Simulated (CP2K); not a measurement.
**PM6 run of C2H7P (dimethylphosphine)**

What is the vertical ionisation energy of C2H7P (dimethylphosphine) at PM6? 

The results are computed with CP2K 2026.2.

**1. The system as given**

C2H7P has 10 atoms, charge 0, and is taken as a singlet. As SMILES, `CPC`. Geometry: relaxed at PBE0-D4/def2-TZVP.

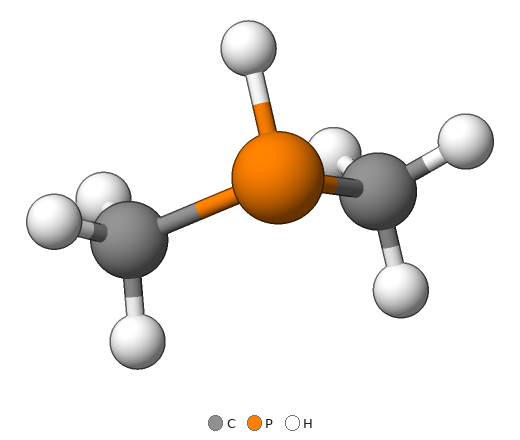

Viewed from a chosen angle; carbon grey, phosphorus orange, hydrogen white.

**2. A single-point energy at PM6**

File gas.inp:

```
&GLOBAL
   PROJECT_NAME gas
   RUN_TYPE ENERGY
   PRINT_LEVEL MEDIUM
&END GLOBAL
&FORCE_EVAL
   METHOD Quickstep
   &DFT
      &QS
         METHOD PM6
         EPS_DEFAULT 1.0E-10
         &SE
            &COULOMB
               CUTOFF [angstrom] 50
               RC_RANGE [angstrom] 0
            &END COULOMB
            &EXCHANGE
               CUTOFF [angstrom] 50
               RC_RANGE [angstrom] 0
            &END EXCHANGE
         &END SE
      &END QS
      &POISSON
         PERIODIC NONE
         POISSON_SOLVER ANALYTIC
      &END POISSON
      &SCF
         SCF_GUESS ATOMIC
         EPS_SCF 1.0E-07
         MAX_SCF 100
         ADDED_MOS 4
         &DIAGONALIZATION
            ALGORITHM STANDARD
         &END DIAGONALIZATION
         &MIXING
            METHOD DIRECT_P_MIXING
            ALPHA 0.4
         &END MIXING
      &END SCF
      &PRINT
         &MOMENTS
            PERIODIC F
            REFERENCE COM
            MAX_MOMENT 1
         &END MOMENTS
         &MO ON
            ENERGIES T
            OCCUPATION_NUMBERS T
            NDIGITS 6
            &EACH
               QS_SCF 0
            &END EACH
            ADD_LAST NUMERIC
         &END MO
         &HIRSHFELD OFF
         &END HIRSHFELD
      &END PRINT
   &END DFT
   &SUBSYS
      &CELL
         ABC 15.4 14.8 15.7
         PERIODIC NONE
      &END CELL
      &COORD
         C     -0.939890     0.562750    -0.912230
         P      0.641740     0.851990    -0.010090
         C      0.649850    -0.610720     1.112180
         H     -1.045210    -0.461770    -1.274720
         H     -1.003490     1.248870    -1.759000
         H     -1.773550     0.787080    -0.243020
         H      1.509100     0.316840    -1.001430
         H     -0.090800    -0.454900     1.899770
         H      1.627440    -0.693200     1.591080
         H      0.424820    -1.546950     0.597430
      &END COORD
      &TOPOLOGY
         &CENTER_COORDINATES
         &END CENTER_COORDINATES
      &END TOPOLOGY
   &END SUBSYS
&END FORCE_EVAL
```

Command:

```bash
$ OMP_NUM_THREADS=1 cp2k.psmp gas.inp > gas.out
```

The program printed (excerpt; [...] marks lines left out):

```text
CP2K| version string:                                       CP2K version 2026.2
[...]
 GLOBAL| Method name                                                        CP2K
[...]
 GLOBAL| Run type                                                         ENERGY
[...]
                             - Atoms:                                         10
[...]
                             - Spherical basis functions:                     24
[...]
 Number of electrons:                                                         20
[...]
     1 P_Mix/Diag. 0.40E+00    0.0     0.78308838       -11.9422977409 -1.19E+01
[...]
    17 DIIS/Diag.  0.51E-07    0.0     0.00000004       -17.7606015159 -7.46E-14
  *** SCF run converged in    17 steps ***
  Core-core repulsion energy [eV]:                           1051.08314704970735
  Core Hamiltonian energy [eV]:                              -777.60472133975532
  Two-electron integral energy [eV]:                        -1513.53794216396091
  Electronic energy [eV]:                                   -1534.37369242173577
  Total energy [eV]:                                         -483.29054537202853
  Atomic reference energy [eV]:                               482.71330113091670
  Heat of formation [kcal/mol]:                               -13.31156948752089
[...]
 SE_DIPOLE| Moment [Debye]          0.37346772       1.42272670       0.53138447
 SE_DIPOLE| Derivative [a.u.]       0.00000000       0.00000000       0.00000000
 ENERGY| Total FORCE_EVAL ( QS ) energy [hartree]            -17.760601515883021
[...]
```

It took 0.22 s on 1 thread of Arm Neoverse V2, shared host.

**3. The doublet cation at the same level**

File run.inp:

```
&global
   project run
   run_type ENERGY
   print_level MEDIUM
&end global
&force_eval
   method QS
   &dft
      charge 1
      multiplicity 2
      spin_polarized T
      &qs
         method PM6
         eps_default 1.0E-10
         &se
            &coulomb
               cutoff [angstrom] 50
               rc_range [angstrom] 0
            &end coulomb
            &exchange
               cutoff [angstrom] 50
               rc_range [angstrom] 0
            &end exchange
         &end se
      &end qs
      &poisson
         periodic NONE
         poisson_solver ANALYTIC
      &end poisson
      &scf
         scf_guess ATOMIC
         eps_scf 1.0E-07
         max_scf 100
         added_mos 4
         &diagonalization
            algorithm STANDARD
         &end diagonalization
         &mixing
            method DIRECT_P_MIXING
            alpha 0.4
         &end mixing
      &end scf
      &print
         &moments
            periodic F
            reference COM
            max_moment 1
         &end moments
         &mo ON
            energies T
            occupation_numbers T
            ndigits 6
            &each
               qs_scf 0
            &end each
            add_last NUMERIC
         &end mo
         &hirshfeld OFF
         &end hirshfeld
      &end print
   &end dft
   &subsys
      &cell
         abc 15.4 14.8 15.7
         periodic NONE
      &end cell
      &coord
         C     -0.939890     0.562750    -0.912230
         P      0.641740     0.851990    -0.010090
         C      0.649850    -0.610720     1.112180
         H     -1.045210    -0.461770    -1.274720
         H     -1.003490     1.248870    -1.759000
         H     -1.773550     0.787080    -0.243020
         H      1.509100     0.316840    -1.001430
         H     -0.090800    -0.454900     1.899770
         H      1.627440    -0.693200     1.591080
         H      0.424820    -1.546950     0.597430
      &end coord
      &topology
         &center_coordinates
         &end center_coordinates
      &end topology
   &end subsys
&end force_eval
```

Command:

```bash
$ OMP_NUM_THREADS=1 cp2k.psmp -i run.inp > run.out 2>&1
```

The program printed (excerpt; [...] marks lines left out):

```text
CP2K| version string:                                       CP2K version 2026.2
[...]
 GLOBAL| Method name                                                        CP2K
[...]
 GLOBAL| Run type                                                         ENERGY
[...]
                             - Atoms:                                         10
[...]
                             - Spherical basis functions:                     24
[...]
 Number of electrons:                                                         10
[...]
     1 P_Mix/Diag. 0.40E+00    0.0     0.38058459       -12.5446264722 -1.25E+01
[...]
    24 DIIS/Diag.  0.31E-07    0.0     0.00000005       -17.4405601235 -3.20E-14
  *** SCF run converged in    24 steps ***
  Core-core repulsion energy [eV]:                           1051.08314704970735
  Core Hamiltonian energy [eV]:                              -748.58688780669092
  Two-electron integral energy [eV]:                        -1554.15607087218450
  Electronic energy [eV]:                                   -1525.66492324278306
  Total energy [eV]:                                         -474.58177619307588
  Atomic reference energy [eV]:                               482.71330113091670
  Heat of formation [kcal/mol]:                               187.51743463232918
[...]
 SE_DIPOLE| Moment [Debye]         -0.84747633      -0.71992227       0.24816730
 SE_DIPOLE| Derivative [a.u.]       0.00000000       0.00000000       0.00000000
 ENERGY| Total FORCE_EVAL ( QS ) energy [hartree]            -17.440560123469442
[...]
```

It took 0.24 s on 1 thread of Arm Neoverse V2, shared host.

**4. What came out**

Level: PM6.

| quantity | value |
| --- | --- |
| singlet C2H7P: total energy | -17.76060 Eh |
| singlet C2H7P: dipole moment | 1.56 D |
| singlet C2H7P: HOMO energy | -9.01 eV |
| singlet C2H7P: LUMO energy | 3.40 eV |
| singlet C2H7P: HOMO–LUMO gap | 12.41 eV |
| singlet C2H7P: heat of formation | -13.3 kcal/mol |
| doublet cation: total energy | -17.44056 Eh |
| doublet cation: HOMO energy (highest over α and β) | -16.51 eV |
| doublet cation: LUMO energy (lowest over α and β) | -8.40 eV |
| doublet cation: heat of formation | 187.5 kcal/mol |
| vertical ionisation energy (to the doublet cation) | 8.709 eV |

Removing an electron at fixed nuclei costs 8.71 eV (201 kcal/mol).
